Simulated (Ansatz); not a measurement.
# Lattice dynamics of PbSe2 (model cell, started as rutile), part 2 of 2

How does PbSe2 (model cell, started as rutile) vibrate, and is this structure a minimum?

Ansatz 0.2.0; DFT PBEsol, scalar-relativistic, plane waves, PAW.

So far. Step 3 (Tight relaxation): The largest force component left is 0.097 meV/Å and the pressure is -0.002 GPa, within the tolerances set. The cell now holds 30.37 Å³/atom. The relaxed cell has a = 6.594, c = 4.191 Å (conventional setting).

The structure was built from a prototype and need not be the compound's stable phase.

### 4. Linear response at the zone centre

The zone centre comes first: it holds the modes that light can see, as far as symmetry allows. No field response is asked, since the mesh shows no gap.

input.yaml reads:

```yaml
crystal:
  lattice:
    - [6.5939545271, 0.0, 0.0]
    - [0.0, 6.5939545271, 0.0]
    - [0.0, 0.0, 4.1905182995]
  atoms:
    - { symbol: Pb, position: [0.0, 0.0, 0.0] }
    - { symbol: Pb, position: [0.5, 0.5, 0.5] }
    - { symbol: Se, position: [0.3028381319, 0.3028381319, 0.0] }
    - { symbol: Se, position: [0.6971618681, 0.6971618681, 0.0] }
    - { symbol: Se, position: [0.8028381319, 0.1971618681, 0.5] }
    - { symbol: Se, position: [0.1971618681, 0.8028381319, 0.5] }
kpoints:
  mp_grid: { grid: [6, 6, 8] }
hamiltonian:
  xc: pbesol
scf:
  occupations: { method: methfessel_paxton, width: 0.2 }
output:
  eigenvalues: true
phonons:
  method: dfpt
```

On the command line:

```sh
> ansatz run input.yaml --threads 8 --pin off --max-ram 14336MiB --backend cpu --events-out ev --progress --plain --runs-dir out
```

Numbers of over 12 decimals in the logs are rounded to 6 here.

Log:

```text
zone centre: on kpoints.mp_grid the ground state, and the responses unless they are solved on pairs of k-points, stand on 100 of the mesh's 288 k-points, reduced under 2 symmetry operations, with k and −k counted as one. Each operation leaves every solved displacement unchanged or reverses it
[...]
Crystal: 6 atoms, lattice volume = 182.205 Å³
Basis set: ecut = 420 eV, 3511 PW (Γ), exchange–correlation on 96×96×60 points (8 copies of the dense FFT grid, shifted against one another)
Bands: 56, of which v1, the nominal top of the filled ones, is band 46 counted from 1 (45 counted from 0)
Symmetry: 16 space group operations
k-points: 100 of 288 (irreducible under 2 space group operations, time reversal used)
[...]
SCF iter   1: F=—  HF=-45205.831396 eV  |F-HF|=—  |Δ(HF+E_count)|=         —  Δρ=2.22e-3  dr2=1.05e-2  ethr=1.77e-3  ⟨swp⟩=7.2  Hψ=22700  notcnv=0  defer=1
[...]
SCF iter  10: F=-45205.827048 eV  HF=-45205.827048 eV  |F-HF|=0.00e0  |Δ(HF+E_count)|=  2.18e-11  S|Δr|=    0.00e0  Δρ=2.67e-8  dr2=7.54e-13  ethr=1.00e-12  ⟨swp⟩=11.3  Hψ=28945  notcnv=0
SCF 1 converged in 10 iterations: F = -45205.827048 eV  dr2 = 7.54e-13
[...]
DFPT response loops at Γ: preconditioner auto → Kerker (q_TF=auto, 2.435 Å⁻¹) (partly filled bands, converged f_vac=0.117); β = 1.00, the filter's whole step (`scf.mixing.beta` (0.50) is not read by the response loops under this deck's `scf.mixing.preconditioner`; to damp them name `kerker` or `kerker_dos`, under which they read `scf.mixing.beta`, and type it under 1.00, their step now; both keys bind the ground state too); Broyden in place of MSR1
SCF converged after 10 iterations
[...]
Free energy (F): -45205.827048 eV
[...]
Internal energy: -45205.835911 eV  (E = F + TS)
E sigma→0 (E₀):  -45205.829264 eV
Entropy (-TS):   0.008863 eV (1.477 meV/atom)
Fermi energy:    6.418547 eV
[...]
--- Band table (eV; the first three rows and the last of 100) ---
  k-point 0: bands = [... 42 lower, 5.8039, 5.8039, 6.2818, 6.2818, 6.9054, 7.3235, 8.9596, 8.9596, ... 6 higher]
  k-point 1: bands = [... 42 lower, 5.1478, 6.1207, 6.3077, 6.3077, 6.7828, 7.6818, 9.6591, 9.6591, ... 6 higher]
  k-point 2: bands = [... 42 lower, 4.4635, 6.1236, 6.1236, 6.4360, 6.4678, 7.9566, 10.3631, 10.8224, ... 6 higher]
  k-point 99: bands = [... 42 lower, 5.8940, 5.8940, 6.0128, 6.0128, 6.4469, 6.4469, 11.2082, 11.2082, ... 6 higher]
--- Phonons (Γ-DFPT): 4 representative perturbations + reference, on 100 of 288 k-points (Σ response iterations 13) ---
  k mesh reduced under 2 symmetry operations, with k and −k counted as one. Each operation leaves every solved displacement unchanged or reverses it
  ASR residual: 6.681e-5 → 0.000e0 eV/Å²; symmetrization residual: 3.203e-5 eV/Å²
  ASR residual per site (eV/Å²): 6.68e-5 6.68e-5 3.68e-5 3.68e-5 3.68e-5 3.68e-5
  Γ frequencies (cm⁻¹): -73.96 -67.81 -67.81 -46.79 -12.34 0.00 0.00 0.00 87.30 87.30 108.68 108.68 134.68 150.36 150.36 153.09 153.64 163.66
  non-analytic LO–TO correction: not included (Born effective charges unavailable; polar crystals: no LO–TO splitting at Γ)
```

Elapsed: 2.4 min, on 8 threads of Arm Neoverse N1, shared host; peak memory 3.4 GiB; 19 min of CPU time.

Reading the cycles: dr2 is the Hartree energy of the density residual (eV), the measure of convergence; HF is the Harris–Foulkes estimate of the energy, which meets the free energy F at convergence.

This step gave:

```yaml
sum_rule_residual_before_enforcement: 6.68e-5 eV/Å²
point_group: 4/mmm
highest_optical_mode_at_the_zone_centre_no_lo_to_term: 163.7 cm⁻¹
lowest_optical_zone_centre_mode: -73.96 cm⁻¹
```

Patterns of degenerate modes are one choice out of their space. The modes at Γ (shares of kinetic energy by element, %) (negative means imaginary):

| mode | frequency (cm⁻¹) | symmetry | Pb % | Se % |
| --- | --- | --- | --- | --- |
| 1 | -74.0 | A2g | 0 | 100 |
| 2 | -67.8 | Eu | 21 | 79 |
| 3 | -67.8 | Eu | 21 | 79 |
| 4 | -46.8 | B1g | 0 | 100 |
| 5 | -12.3 | B1u | 74 | 26 |
| 6 | 0.0 | acoustic | 57 | 43 |
| 7 | 0.0 | acoustic | 57 | 43 |
| 8 | 0.0 | acoustic | 57 | 43 |
| 9 | 87.3 | Eu | 93 | 7 |
| 10 | 87.3 | Eu | 93 | 7 |
| 11 | 108.7 | Eg | 0 | 100 |
| 12 | 108.7 | Eg | 0 | 100 |
| 13 | 134.7 | A2u | 43 | 57 |
| 14 | 150.4 | Eu | 29 | 71 |
| 15 | 150.4 | Eu | 29 | 71 |
| 16 | 153.1 | B1u | 26 | 74 |
| 17 | 153.6 | A1g | 0 | 100 |
| 18 | 163.7 | B2g | 0 | 100 |

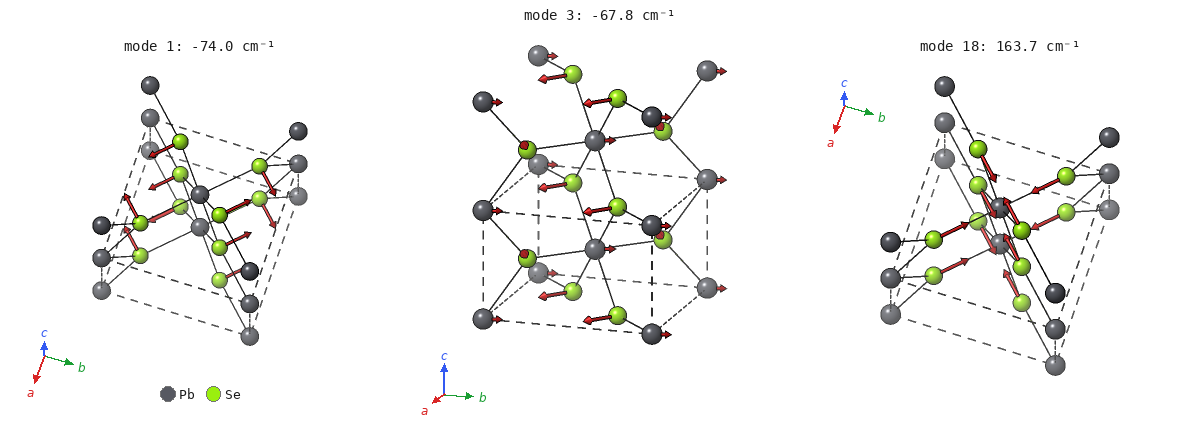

Displacement patterns of modes 1, 3 and 18 at Γ; arrows are exaggerated. 1×1×2 cells are drawn. Some periodic images of atoms are drawn too.

Before it was imposed, the acoustic sum rule was missed by 6.7e-5 eV/Å². Small misses are needed for a sound result but don't prove that mesh and cutoff are converged. The lowest optical mode is imaginary, 74.0i cm⁻¹, so the energy falls along it.

### 5. Response at finite wavevector

Stability and thermal properties need the whole zone. Linear response on a 2×2×2 q mesh gives force constants as far as a supercell of that size would.

input.yaml: that of step 4 with these lines changed.

```diff
@@ -22 +22,9 @@
   method: dfpt
+  qmesh: [2, 2, 2]
+  temperatures: { t_max: 1000, t_step: 50 }
+  qpath:
+    path:
+      - [[0.0, 0.0, 0.0], [0.0, 0.5, 0.0], [0.5, 0.5, 0.0], [0.0, 0.0, 0.0], [0.0, 0.0, 0.5], [0.0, 0.5, 0.5], [0.5, 0.5, 0.5], [0.0, 0.0, 0.5]]
+      - [[0.0, 0.5, 0.0], [0.0, 0.5, 0.5]]
+      - [[0.5, 0.5, 0.0], [0.5, 0.5, 0.5]]
+    npoints: 10
```

Log:

```text
Warning: phonons: the dynamical matrix that this run interpolates holds no multipole term above the dipole-dipole one, and a site of this crystal is no centre of inversion, so its interpolated transverse optical and acoustic branches and sound speeds can stay off near Gamma, and the density of states and the thermodynamics with them. What a run solves at a wave vector of phonons.qpoints, Gamma apart, where the deck admits one, is free of this, and under fd what a larger phonons.supercell samples
[...]
Crystal: 6 atoms, lattice volume = 182.205 Å³
Basis set: ecut = 420 eV, 3511 PW (Γ), exchange–correlation on 96×96×60 points (8 copies of the dense FFT grid, shifted against one another)
Bands: 56, of which v1, the nominal top of the filled ones, is band 46 counted from 1 (45 counted from 0)
Symmetry: 16 space group operations
k-points: 50 of 288
[...]
SCF iter   1: F=—  HF=-45205.831398 eV  |F-HF|=—  |Δ(HF+E_count)|=         —  Δρ=2.22e-3  dr2=1.05e-2  ethr=1.77e-3  ⟨swp⟩=7.3  Hψ=11376  notcnv=0  defer=1
[...]
SCF iter  10: F=-45205.827048 eV  HF=-45205.827048 eV  |F-HF|=7.28e-12  |Δ(HF+E_count)|=    0.00e0  S|Δr|=    0.00e0  Δρ=2.69e-8  dr2=7.61e-13  ethr=1.00e-12  ⟨swp⟩=11.3  Hψ=14341  notcnv=0
SCF 1 converged in 10 iterations: F = -45205.827048 eV  dr2 = 7.61e-13
[...]
SCF iter   5: F=-45205.827048 eV  HF=-45205.827048 eV  |F-HF|=1.46e-11  |Δ(HF+E_count)|=  1.46e-11  S|Δr|=    0.00e0  Δρ=5.14e-8  dr2=4.99e-12  ethr=1.00e-12  ⟨swp⟩=3.6  Hψ=8351  notcnv=0
SCF 2 converged in 5 iterations: F = -45205.827048 eV  dr2 = 4.99e-12
k-points: 104 of 288 (irreducible under 2 space group operations, time reversal used)
[...]
SCF iter 100: F=—  HF=-45205.829080 eV  |F-HF|=—  |Δ(HF+E_count)|=   1.74e-5  Δρ=4.64e-4  dr2=4.54e-4  ethr=9.87e-8  ⟨swp⟩=1.4  Hψ=12382  notcnv=0  recentre
WARN: phonons: the run's symmetry doesn't show that the Born effective charges vanish, and it interpolates frequencies without the dipole-dipole term. In a polar insulator or semiconductor they then lack LO-TO splitting, and the branches near Gamma, sound speeds, density of states, thermodynamics and thermal conductivity can be off. Where the input admits it, phonons.dielectric: true or phonons.non_analytic_term supplies the term (a sheet's or wire's own needs phonons.isolated: true). The run goes on without its unit cell's response to a homogeneous field, whose tensors the term is made of, since the solve failed (did not converge after 100 iterations: [rest of the remark cut]
NSCF: frozen V_eff on 50 k-points
WARN: eigensolver did not converge (k=6): 1 band(s) unlocked after 20 sweeps at ethr=1.37e-12 eV (storage-precision floor; scheduled 1.00e-12 eV) (lowest unlocked band 55, counted from 0; max residual 5.56e-6 eV among the unlocked bands, 5.56e-6 eV over every band; other slots of this pass that fall short are told together in one closing line; warning suppressed until the next SCF loop or pass starts)
WARN: eigensolver did not converge in 5 slots of this pass, the one above among them; of largest residual over every band (k=21): 1 band(s) unlocked (lowest unlocked band 55, counted from 0; max residual 8.52e-6 eV among the unlocked bands, 8.52e-6 eV over every band); of lowest unlocked band (k=6): band 55
[...]
DFPT response loops at q = (0, 0, 0) (fractional): preconditioner auto → Kerker (q_TF=auto, 2.435 Å⁻¹) (partly filled bands, converged f_vac=0.117); β = 1.00, the filter's whole step (`scf.mixing.beta` (0.50) is not read by the response loops under this deck's `scf.mixing.preconditioner`; to damp them name `kerker` or `kerker_dos`, under which they read `scf.mixing.beta`, and type it under 1.00, their step now; both keys bind the ground state too); Broyden in place of MSR1
[...]
SCF converged after 10 iterations
[...]
Free energy (F): -45205.827048 eV
[...]
Internal energy: -45205.835911 eV  (E = F + TS)
E sigma→0 (E₀):  -45205.829264 eV
Entropy (-TS):   0.008863 eV (1.477 meV/atom)
Fermi energy:    6.418547 eV
[...]
--- Band table (eV; the first three rows and the last of 50) ---
  k-point 0: bands = [... 42 lower, 5.8039, 5.8039, 6.2818, 6.2818, 6.9054, 7.3235, 8.9596, 8.9596, ... 6 higher]
  k-point 1: bands = [... 42 lower, 5.1478, 6.1207, 6.3077, 6.3077, 6.7828, 7.6818, 9.6591, 9.6591, ... 6 higher]
  k-point 2: bands = [... 42 lower, 4.4635, 6.1236, 6.1236, 6.4360, 6.4678, 7.9566, 10.3631, 10.8224, ... 6 higher]
  k-point 49: bands = [... 42 lower, 5.8940, 5.8940, 6.0128, 6.0128, 6.4469, 6.4469, 11.2082, 11.2082, ... 6 higher]
--- Phonons (Γ-DFPT): 4 representative perturbations + reference (Σ response iterations 13) ---
  ASR residual: 6.447e-5 → 0.000e0 eV/Å²; symmetrization residual: 3.173e-5 eV/Å²
  ASR residual per site (eV/Å²): 6.45e-5 6.45e-5 3.58e-5 3.58e-5 3.58e-5 3.58e-5
[...]
--- Phonons (arbitrary-q DFPT): 6 irreducible q on the 2×2×2 mesh ---
  q = [0.0000, 0.0000, 0.0000] (star 1, of the zone-centre solve; hermiticity 1.20e-5, symmetrization 1.47e-11): -73.96 -67.81 -67.81 -46.79 -12.34 -0.00 -0.00 -0.00 87.30 87.30 108.68 108.68 134.68 150.36 150.36 153.09 153.64 163.66
  q = [0.0000, 0.0000, -0.5000] (star 1, 4 solved perturbations in 330 linear systems a pass and spin channel, the states on 100 of 288 k-point pairs; hermiticity 5.06e-6, symmetrization 1.32e-12): -71.92 -71.92 -63.98 -63.98 18.99 18.99 56.09 56.09 85.49 85.49 131.95 131.95 134.92 134.92 147.87 147.87 167.04 167.04
  q = [0.0000, -0.5000, 0.0000] (star 2, 6 solved perturbations on 100 of 288 k-point pairs; hermiticity 1.11e-5, symmetrization 1.24e-12): -72.46 -72.46 -58.36 -58.36 -10.45 -10.45 57.22 57.22 62.16 62.16 108.47 108.47 145.37 145.37 145.78 145.78 167.61 167.61
[...]
sum rule: each row above includes the acoustic sum rule's correction from the zone centre's row sums; it moved no ω² by more than (0.49 cm⁻¹)²
  mesh force constants: q→R imaginary residual 9.71e-18; ASR residual 6.447e-5 → 0.000e0 eV/Å²; symmetrization residual 4.441e-15 eV/Å²
  interpolated dispersion: 93 rows × 18 modes
  density of states and harmonic sums: on the 10×10×16 q-mesh, interpolated from the force constants of a 2×2×2 supercell (no non-analytic term)
  largest difference from the sums on the solved wave vectors: F 2.63e-1 eV, S 3.50e-4 and C_V 8.68e-5 eV/K
  zero-point energy: 0.087458 eV/cell   skipped modes (ω ≤ 0): 956, of them read as no rigid motion or as one in doubt: 953 (4.991e0 modes/cell left out, lowest -77.39 cm⁻¹)   left out of the sums: 2.77e-1 of the cell's modes: C_V's classical limit lies that fraction below 3 k_B per atom; for a crystal, a wire or a layer, F and S can be off by more, and a phonons.interpolated_qmesh denser along its periods is the remedy for the sampling
```

It took 15 min on 8 threads; peak memory 3.2 GiB.

Numbers from this step:

```
sum-rule residual before enforcement                    : 6.45e-5 eV/Å²
lowest frequency on the path                            : -77.39 cm⁻¹
highest frequency on the path or at a solved wavevector : 172.9 cm⁻¹
lowest mode on the q mesh (acoustic modes at Γ apart)   : -77.27 cm⁻¹
```

Frequencies (cm⁻¹) solved at each irreducible wavevector; negative means imaginary. Frequencies by wavevector, by row:

| q in reciprocal lattice units | star | mode 1 | mode 2 | mode 3 | mode 4 | mode 16 | mode 17 | mode 18 |
| --- | --- | --- | --- | --- | --- | --- | --- | --- |
| 0 0 0 | 1 | -74 | -67.8 | -67.8 | -46.8 | 153.1 | 153.6 | 163.7 |
| 0 0 -0.5 | 1 | -71.9 | -71.9 | -64 | -64 | 147.9 | 167 | 167 |
| 0 -0.5 0 | 2 | -72.5 | -72.5 | -58.4 | -58.4 | 145.8 | 167.6 | 167.6 |
| 0 -0.5 -0.5 | 2 | -68.8 | -68.8 | -56.5 | -56.5 | 144.9 | 172.9 | 172.9 |
| -0.5 -0.5 0 | 1 | -77.3 | -77.3 | -71.9 | -71.9 | 149.7 | 155.8 | 155.8 |
| -0.5 -0.5 -0.5 | 1 | -64.4 | -64.4 | -53.9 | -53.9 | 145.2 | 168.9 | 168.9 |

Interpolated from a 2×2×2 q mesh, rough between the solved points. The phonon branches at the labelled points (cm⁻¹):

| point | branch 1 | branch 2 | branch 3 | branch 4 | branch 15 | branch 16 | branch 17 | branch 18 |
| --- | --- | --- | --- | --- | --- | --- | --- | --- |
| Γ | -74 | -68 | -68 | -47 | 150 | 153 | 154 | 164 |
| X | -72 | -72 | -58 | -58 | 146 | 146 | 168 | 168 |
| M | -77 | -77 | -72 | -72 | 150 | 150 | 156 | 156 |
| Γ | -74 | -68 | -68 | -47 | 150 | 153 | 154 | 164 |
| Z | -72 | -72 | -64 | -64 | 148 | 148 | 167 | 167 |
| R | -69 | -69 | -56 | -56 | 145 | 145 | 173 | 173 |
| A | -64 | -64 | -54 | -54 | 145 | 145 | 169 | 169 |
| Z | -72 | -72 | -64 | -64 | 148 | 148 | 167 | 167 |
| jump to X | -72 | -72 | -58 | -58 | 146 | 146 | 168 | 168 |
| R | -69 | -69 | -56 | -56 | 145 | 145 | 173 | 173 |
| jump to M | -77 | -77 | -72 | -72 | 150 | 150 | 156 | 156 |
| A | -64 | -64 | -54 | -54 | 145 | 145 | 169 | 169 |

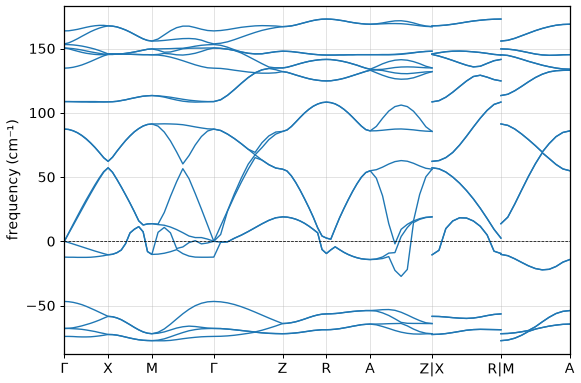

Phonon branches along the path.

The phonon density of states has structure finer than the step of the table below, so its rows give means over 10 cm⁻¹, whole bins alone (the curve runs from -77 to 173 cm⁻¹). Peaks (cm⁻¹: height): -69.0: 0.407, -57.0: 0.173, 79.0: 0.0966, 129.0: 0.181, 137.0: 0.225, 147.0: 0.535, 169.0: 0.257.

Tetrahedra on a 10×10×16 mesh, mean over bins of 2 cm-1. Interpolated from a 2×2×2 q mesh, rough between the solved points. The phonon density of states by wavenumber; means over each step:

| wavenumber (cm⁻¹) | phonon density of states (1/cm⁻¹/cell) |
| --- | --- |
| -70 | 0.234 |
| -60 | 0.128 |
| -50 | 0.0257 |
| -40 | 0 |
| -30 | 1.5e-4 |
| -20 | 0.0243 |
| -10 | 0.0438 |
| 0 | 0.0574 |
| 10 | 0.0669 |
| 20 | 0.0364 |
| 30 | 0.0314 |
| 40 | 0.0549 |
| 50 | 0.0588 |
| 60 | 0.0272 |
| 70 | 0.0375 |
| 80 | 0.0823 |
| 90 | 0.0490 |
| 100 | 0.0267 |
| 110 | 0.0491 |
| 120 | 0.0511 |
| 130 | 0.126 |
| 140 | 0.183 |
| 150 | 0.193 |
| 160 | 0.0524 |

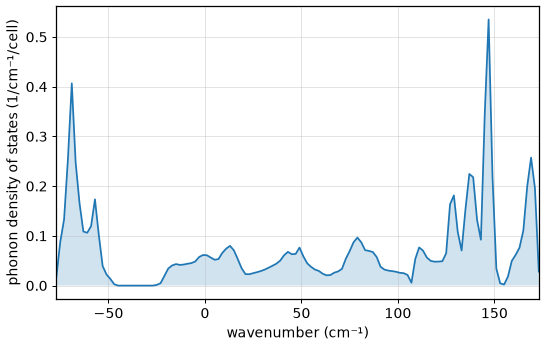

Phonon density of states, plotted against wavenumber.

The partial phonon density of states has structure finer than the step of the table below, so its rows give means over 10 cm⁻¹, whole bins alone (the curve runs from -87.4 to 188 cm⁻¹). Peaks (cm⁻¹: height): Pb -12.9: 0.0414, 9.6: 0.059, 40.8: 0.0563, 51.2: 0.0453, 78.9: 0.0745, 97.9: 0.0311, 146.4: 0.0837; Se -68.3: 0.276, 137.7: 0.161, 146.4: 0.287, 168.9: 0.184.

Phonopy on the run's constants, 9x9x13 mesh, Gaussian sigma 2.0 cm-1. Interpolated from a 2×2×2 q mesh, rough between the solved points. Table of partial phonon density of states by wavenumber; means over each step; values in 1/cm⁻¹/cell:

| wavenumber (cm⁻¹) | Pb | Se |
| --- | --- | --- |
| -80 | 9.9e-4 | 0.0177 |
| -70 | 0.0148 | 0.206 |
| -60 | 0.00663 | 0.121 |
| -50 | 8.8e-4 | 0.0315 |
| -40 | 9.0e-7 | 2.5e-4 |
| -30 | 9.0e-4 | 1.7e-4 |
| -20 | 0.0203 | 0.00560 |
| -10 | 0.0374 | 0.0133 |
| 0 | 0.0253 | 0.0120 |
| 10 | 0.0533 | 0.0222 |
| 20 | 0.0307 | 0.0119 |
| 30 | 0.0200 | 0.00760 |
| 40 | 0.0405 | 0.0158 |
| 50 | 0.0396 | 0.0134 |
| 60 | 0.0253 | 0.00542 |
| 70 | 0.0328 | 0.00768 |
| 80 | 0.0636 | 0.0139 |
| 90 | 0.0415 | 0.00768 |
| 100 | 0.0237 | 0.00335 |
| 110 | 0.00665 | 0.0436 |
| 120 | 0.00278 | 0.0540 |
| 130 | 0.0115 | 0.117 |
| 140 | 0.0380 | 0.153 |
| 150 | 0.0413 | 0.138 |
| 160 | 0.00463 | 0.0528 |
| 170 | 0.0164 | 0.122 |
| 180 | 3.9e-4 | 0.00235 |

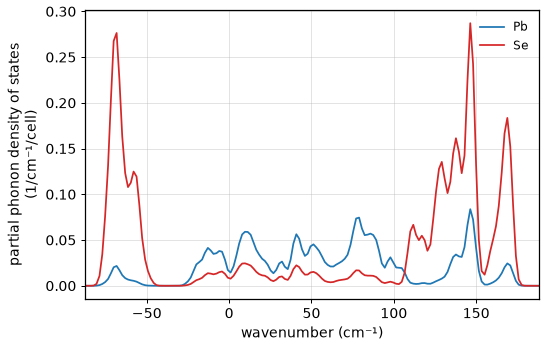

Partial phonon density of states, plotted against wavenumber.

Symmetry leaves 6 wavevectors to solve. The lowest mode among them, the acoustic zeros apart, lies at q = (-0.5, -0.5, 0) and is imaginary, 77.3i cm⁻¹, so the energy falls along it.

### 6. Summary of results

```
space group after relaxation (within 0.01 Å)            : P4_2/mnm
volume per atom                                         : 30.4 Å³
electronic character                                    : no gap on this mesh
highest optical mode at the zone centre (no LO-TO term) : 164 cm⁻¹
lowest optical zone-centre mode                         : -74.0 cm⁻¹
lowest mode on the q mesh (acoustic modes at Γ apart)   : -77.3 cm⁻¹
highest frequency on the path or at a solved wavevector : 173 cm⁻¹
imaginary modes on the 2×2×2 q mesh                     : yes
```

Modes are clearly imaginary (beyond 10i cm⁻¹) at 6 of the 6 irreducible wavevectors, most at q = (-0.5, -0.5, 0) (77.3i cm⁻¹), so this structure is not a minimum of the energy. The optical modes at Γ span -74 to 164 cm⁻¹ (negative means imaginary). The highest mode in this list at Γ, 163.7 cm⁻¹, is mostly motion of Se (100 % of the kinetic energy). The q mesh stands for a supercell only 8.4 Å across, so branches between the solved wavevectors are rough. With no gap, or one that is small against the smearing, the frequencies hang on the k mesh and the smearing, most of all near Kohn anomalies. A semilocal functional can close a gap that the real compound would have, so the metallic treatment may be an artefact of the level. Spin-orbit coupling is left out, which can matter for the heavy elements here. A phonon run warned that its eigensolver left some bands unconverged in a pass. The starting cell was built on a prototype and not taken from a measurement, so the phase need not exist. These are harmonic frequencies at zero temperature: anharmonic shifts, linewidths and thermal expansion are left out.

[Logs are printed without paths, hosts, clocks, repeated set-up lines and the standing remarks that a program may print on its own settings, such as how far it seeks lower states.]

[Hosts, paths, dates, database ids (printed as entryN), source tags and the programs' standing remarks are cut or masked in the printed files.]
